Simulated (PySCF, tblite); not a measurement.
**C₆H₈ClFO: a rotation path, then NMR shifts on frames, part 1 of 2**

Aim: move C₆H₈ClFO (`CO[C@@H]1C[C@]1(Cl)/C=C/F`) away from its starting geometry and see how NMR shifts follow the geometry.

The runs use tblite 0.8.0 and PySCF 2.14.0, with density-fitted response routines of our own; the level of theory stands in each step. All values are computed, except where a source is named. Atoms are numbered from 0 throughout.

### 1 The molecule as given

17 atoms, charge 0, multiplicity 1; geometry from: GFN2-xTB.

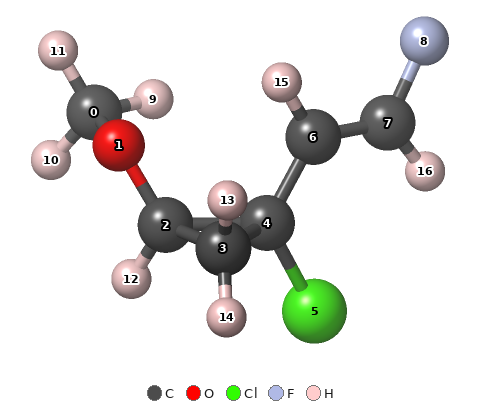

As it starts; carbon dark grey, oxygen red, chlorine green, fluorine light blue, hydrogen pink, atoms numbered.

### 2 A band between two rotamers with GFN2-xTB

Job settings and geometry (Å):

```
{"job": {"kind": "neb", "xc": "GFN2-xTB", "basis": "xTB", "atoms": [4, 2, 1, 0], "turn": 120}, "charge": 0, "multiplicity": 1}
C      1.531077     0.133100     1.823761
O      1.670418     0.236838     0.421322
C      0.978693    -0.737106    -0.273000
C      0.617569    -0.458277    -1.694271
C     -0.476952    -0.495332    -0.653296
Cl    -1.515325    -1.919535    -0.666340
C     -1.133946     0.751349    -0.252803
C     -2.416998     0.880514     0.039929
F     -2.921435     2.068439     0.408528
H      0.483938     0.235998     2.126971
H      1.915061    -0.826817     2.186130
H      2.117797     0.944163     2.248532
H      1.235499    -1.759480     0.001141
H      0.881760     0.510583    -2.088414
H      0.672214    -1.267529    -2.404750
H     -0.478990     1.609468    -0.194402
H     -3.167378     0.105655     0.019912
```

Level: GFN2-xTB climbing-image nudged elastic band, gas phase.

Command:

```
$ OMP_NUM_THREADS=1 python probes_run.py task.json out
```

This one command runs all jobs of the session in turn.

Log:

```text
image   E - E0 / eV
  0       0.0000
  1       0.0195
  2       0.0529
  3       0.0868
  4       0.1059
  5       0.1025
  6       0.0850
  7       0.0665
  8       0.0554
```

Wall time 2.4 s (1 thread of Arm Neoverse V2, shared host); peak memory 0.19 GiB.

The final band, with the dihedral C4–C2–O1–C0:

```tsv
image	dihedral (°)	energy (eV)	energy (kcal/mol)
0	88	0.000	0.0
1	102	0.020	0.4
2	116	0.053	1.2
3	131	0.087	2.0
4	147	0.106	2.4
5	163	0.102	2.4
6	177	0.085	2.0
7	192	0.066	1.5
8	205	0.055	1.3
```

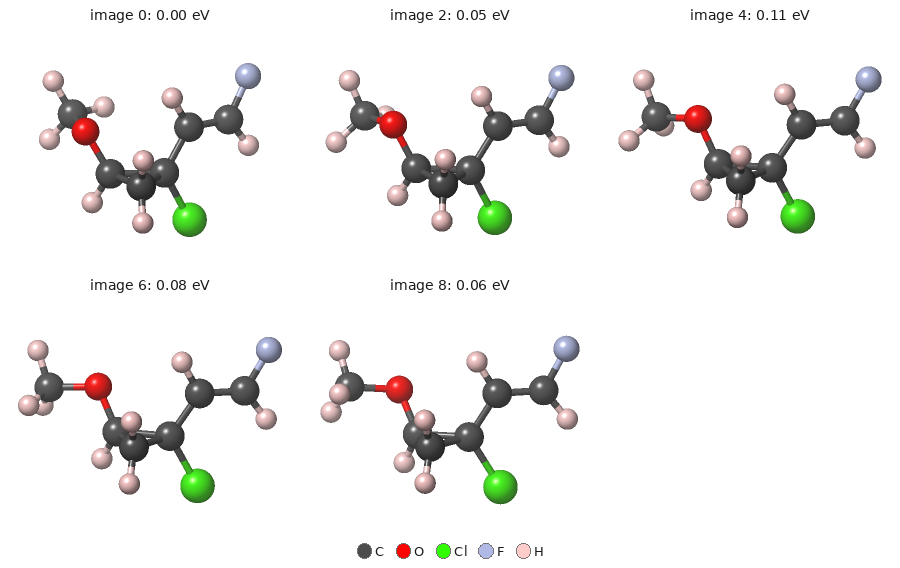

Images along the band.

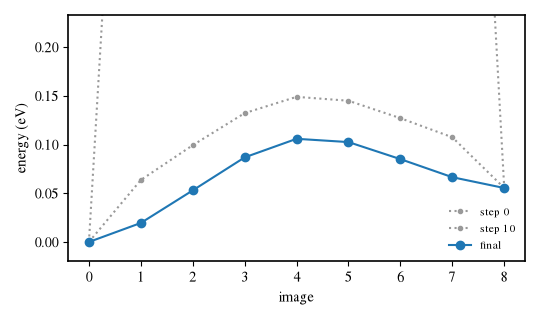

Energy along the band, early and final.

### 3 NMR shieldings: image 0, PBE0/pcSseg-1

Job settings and geometry (Å):

```
{"job": {"kind": "nmr", "xc": "PBE0", "basis": "pcSseg-1", "pop": false}, "charge": 0, "multiplicity": 1}
C      1.531100     0.133100     1.823800
O      1.670400     0.236800     0.421300
C      0.978700    -0.737100    -0.273000
C      0.617600    -0.458300    -1.694300
C     -0.477000    -0.495300    -0.653300
Cl    -1.515300    -1.919500    -0.666300
C     -1.133900     0.751300    -0.252800
C     -2.417000     0.880500     0.039900
F     -2.921400     2.068400     0.408500
H      0.483900     0.236000     2.127000
H      1.915100    -0.826800     2.186100
H      2.117800     0.944200     2.248500
H      1.235500    -1.759500     0.001100
H      0.881800     0.510600    -2.088400
H      0.672200    -1.267500    -2.404800
H     -0.479000     1.609500    -0.194400
H     -3.167400     0.105700     0.019900
```

Level: GIAO PBE0/pcSseg-1 NMR shielding, non-relativistic, gas phase.

Log:

```text
coarse grid: 15272 points
cycle   1  E = -867.8248967527  dE =  1.427e+00  |g| = 6.595e-01  |ddm| = 3.799e+00
cycle   2  E = -867.7526977081  dE =  7.220e-02  |g| = 9.349e-01  |ddm| = 1.424e+00
cycle   3  E = -867.9038449244  dE = -1.511e-01  |g| = 9.457e-02  |ddm| = 9.736e-01
cycle   4  E = -867.9054676259  dE = -1.623e-03  |g| = 3.489e-02  |ddm| = 1.187e-01
cycle   5  E = -867.9056925027  dE = -2.249e-04  |g| = 1.271e-02  |ddm| = 4.071e-02
cycle   6  E = -867.9057270338  dE = -3.453e-05  |g| = 4.175e-03  |ddm| = 1.402e-02
cycle   7  E = -867.9057306221  dE = -3.588e-06  |g| = 1.408e-03  |ddm| = 4.793e-03
final grid: 144784 points
cycle   8  E = -867.9761432989  dE = -4.888e-05  |g| = 1.157e-02  |ddm| = 3.921e-02
cycle   9  E = -867.9761202410  dE =  2.306e-05  |g| = 1.636e-02  |ddm| = 2.095e-02
cycle  10  E = -867.9761679869  dE = -4.775e-05  |g| = 1.708e-03  |ddm| = 1.348e-02
cycle  11  E = -867.9761685461  dE = -5.592e-07  |g| = 3.162e-04  |ddm| = 1.887e-03
cycle  12  E = -867.9761685624  dE = -1.627e-08  |g| = 1.650e-04  |ddm| = 3.703e-04
cycle  13  E = -867.9761685688  dE = -6.395e-09  |g| = 4.405e-05  |ddm| = 2.004e-04
cycle  14  E = -867.9761685692  dE = -4.309e-10  |g| = 1.045e-05  |ddm| = 5.668e-05
converged SCF energy = -867.9761685692

GIAO shielding tensors (ppm)
atom      isotropic    diamagn.    paramagn.     s11        s22        s33       span
  0 C      126.118     245.348    -119.230     97.039     98.373    182.943     85.903
  1 O      295.390     395.113     -99.723    259.131    285.533    341.506     82.375
  2 C      115.808     246.909    -131.101     73.770     94.318    179.336    105.565
  3 C      158.636     255.116     -96.479    127.375    159.766    188.768     61.393
  4 C      139.733     249.321    -109.588    107.414    114.485    197.301     89.886
  5 Cl     788.752    1148.132    -359.380    626.844    676.099   1063.314    436.470
  6 C       69.821     251.190    -181.369    -26.177     87.021    148.619    174.796
  7 C       25.091     249.498    -224.407    -67.251     65.986     76.538    143.789
  8 F      300.428     469.591    -169.163    196.490    284.395    420.399    223.909
  9 H       28.148      30.674      -2.526     23.357     28.125     32.961      9.604
 10 H       28.232      28.600      -0.367     24.667     25.615     34.415      9.749
 11 H       27.937      28.323      -0.387     24.067     24.912     34.830     10.763
 12 H       28.356      31.522      -3.166     22.609     29.465     32.992     10.383
 13 H       30.565      31.675      -1.111     25.479     28.219     37.996     12.517
 14 H       30.315      31.566      -1.251     24.778     28.019     38.148     13.370
 15 H       26.067      31.434      -5.367     23.289     24.397     30.515      7.226
 16 H       24.447      30.229      -5.782     20.619     22.148     30.575      9.956
```

Wall time 25 s (1 thread of Arm Neoverse V2, shared host); peak memory 0.9 GiB.

The references, computed at this level on geometries of the same kind, shield at (ppm): ¹H TMS 31.72, ¹³C TMS 186.9, ¹⁹F CFCl3 170.9, ¹⁷O H2O 336.1, ³⁵Cl HCl 950. Their shielding less the atom's gives the shift. The references are single molecules in the gas phase, so shifts against H2O, NH3, PH3, H3PO4 or CFCl3 are not on the usual liquid scales and can be off by tens of ppm. Each atom is listed at this fixed geometry, with no averaging over motion; a spectrum would average atoms that exchange fast.

```tsv
atoms	environment	σ (ppm)	δ (ppm)
C7	alkene CH	25.1	161.8
C6	alkene CH	69.8	117.1
C2	three-membered-ring carbon	115.8	71.1
C0	methyl carbon bonded to O	126.1	60.8
C4	three-membered-ring carbon bearing a halogen	139.7	47.2
C3	three-membered-ring carbon	158.6	28.3
H16	hydrogen on an alkene CH	24.45	7.27
H15	hydrogen on an alkene CH	26.07	5.65
H11	hydrogen on a methyl carbon bonded to O	27.94	3.78
H9	hydrogen on a methyl carbon bonded to O	28.15	3.57
H10	hydrogen on a methyl carbon bonded to O	28.23	3.48
H12	hydrogen on a three-membered-ring carbon	28.36	3.36
H14	hydrogen on a three-membered-ring carbon	30.32	1.40
H13	hydrogen on a three-membered-ring carbon	30.56	1.15
O1	ether oxygen	295.4	40.7
Cl5	chlorine bonded to C	789	161
F8	vinylic fluorine	300.4	-129.5
```

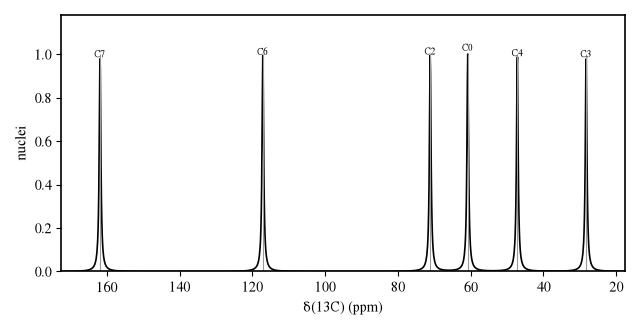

¹³C lines at the computed shifts, without couplings. Lines are broadened to a width of 0.53 ppm (Lorentzian).

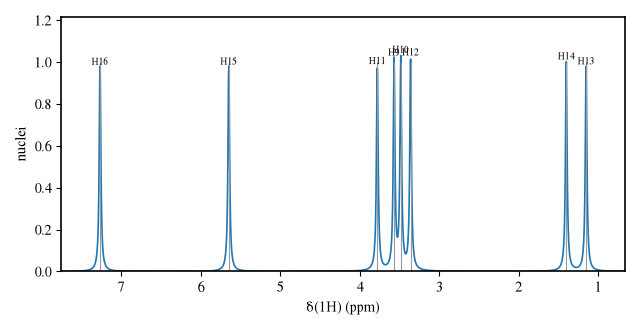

¹H lines at the computed shifts, without couplings. Lines are broadened to a width of 0.02 ppm (Lorentzian).

Ring of atoms C2, C3, C4: NICS(0) -37.8, NICS(1) -7.8, NICS(1)zz -17.6 ppm (means of both faces).

In rings of three or four atoms NICS is ruled by the nearby σ bonds, so it says little on aromaticity.

### 4 Nuclear shieldings: image 2, PBE0/pcSseg-1

Job settings and geometry (Å):

```
{"job": {"kind": "nmr", "xc": "PBE0", "basis": "pcSseg-1", "pop": false}, "charge": 0, "multiplicity": 1}
C      1.798100     0.017400     1.888600
O      1.485200     0.363200     0.558000
C      0.848600    -0.649500    -0.145400
C      0.597400    -0.451600    -1.603500
C     -0.574000    -0.445200    -0.645700
Cl    -1.591100    -1.884600    -0.670700
C     -1.275500     0.809600    -0.363600
C     -2.578100     0.933000    -0.171800
F     -3.124600     2.128400     0.102300
H      0.903100    -0.240600     2.462200
H      2.495700    -0.828600     1.912700
H      2.272600     0.891100     2.329600
H      1.098500    -1.652400     0.192500
H      0.877000     0.495800    -2.036100
H      0.715100    -1.301500    -2.256500
H     -0.636700     1.678700    -0.292900
H     -3.318100     0.148800    -0.210700
```

Level: GIAO PBE0/pcSseg-1 NMR shielding, non-relativistic, gas phase.

Log:

```text
coarse grid: 15272 points
cycle   1  E = -867.8216619928  dE =  1.422e+00  |g| = 6.614e-01  |ddm| = 3.804e+00
cycle   2  E = -867.7501996793  dE =  7.146e-02  |g| = 9.345e-01  |ddm| = 1.421e+00
cycle   3  E = -867.9012343274  dE = -1.510e-01  |g| = 9.409e-02  |ddm| = 9.664e-01
cycle   4  E = -867.9028408893  dE = -1.607e-03  |g| = 3.445e-02  |ddm| = 1.180e-01
cycle   5  E = -867.9030600273  dE = -2.191e-04  |g| = 1.219e-02  |ddm| = 3.973e-02
cycle   6  E = -867.9030913384  dE = -3.131e-05  |g| = 4.055e-03  |ddm| = 1.331e-02
cycle   7  E = -867.9030946810  dE = -3.343e-06  |g| = 1.415e-03  |ddm| = 4.626e-03
final grid: 144784 points
cycle   8  E = -867.9735049828  dE = -4.793e-05  |g| = 1.173e-02  |ddm| = 3.811e-02
cycle   9  E = -867.9734811907  dE =  2.379e-05  |g| = 1.664e-02  |ddm| = 2.089e-02
cycle  10  E = -867.9735302872  dE = -4.910e-05  |g| = 1.665e-03  |ddm| = 1.344e-02
cycle  11  E = -867.9735308225  dE = -5.354e-07  |g| = 3.037e-04  |ddm| = 1.851e-03
cycle  12  E = -867.9735308374  dE = -1.484e-08  |g| = 1.583e-04  |ddm| = 3.603e-04
cycle  13  E = -867.9735308432  dE = -5.830e-09  |g| = 4.514e-05  |ddm| = 1.944e-04
cycle  14  E = -867.9735308436  dE = -4.629e-10  |g| = 1.059e-05  |ddm| = 5.729e-05
converged SCF energy = -867.9735308436

GIAO shielding tensors (ppm)
atom      isotropic    diamagn.    paramagn.     s11        s22        s33       span
  0 C      125.151     243.516    -118.365     93.029     98.760    183.663     90.634
  1 O      305.354     395.739     -90.385    271.012    284.727    360.322     89.310
  2 C      114.132     246.116    -131.983     72.120     90.283    179.993    107.873
  3 C      160.201     254.860     -94.658    126.713    161.497    192.394     65.681
  4 C      140.105     249.652    -109.548    108.304    114.623    197.388     89.084
  5 Cl     784.752    1148.092    -363.339    617.755    672.559   1063.944    446.189
  6 C       70.046     250.449    -180.402    -26.396     86.942    149.593    175.989
  7 C       25.383     249.601    -224.218    -66.046     66.027     76.168    142.215
  8 F      300.626     469.334    -168.708    195.942    285.499    420.436    224.494
  9 H       28.118      29.853      -1.735     23.871     26.530     33.954     10.083
 10 H       28.106      27.894       0.212     24.145     25.607     34.564     10.419
 11 H       27.843      27.951      -0.108     23.931     24.909     34.690     10.758
 12 H       28.556      32.002      -3.447     23.083     30.077     32.506      9.423
 13 H       30.695      31.819      -1.124     25.746     28.280     38.059     12.314
 14 H       30.409      31.848      -1.439     24.949     28.136     38.143     13.194
 15 H       26.077      31.129      -5.052     22.960     24.622     30.648      7.688
 16 H       24.480      30.302      -5.823     20.621     22.255     30.563      9.942
```

Wall time 24 s (1 thread of Arm Neoverse V2, shared host); peak memory 0.91 GiB.

In short: δ C7 161.5, C6 116.9, C2 72.8, C0 61.8, H16 7.24, H15 5.64 ppm.

(Continued in part 2 of 2.)
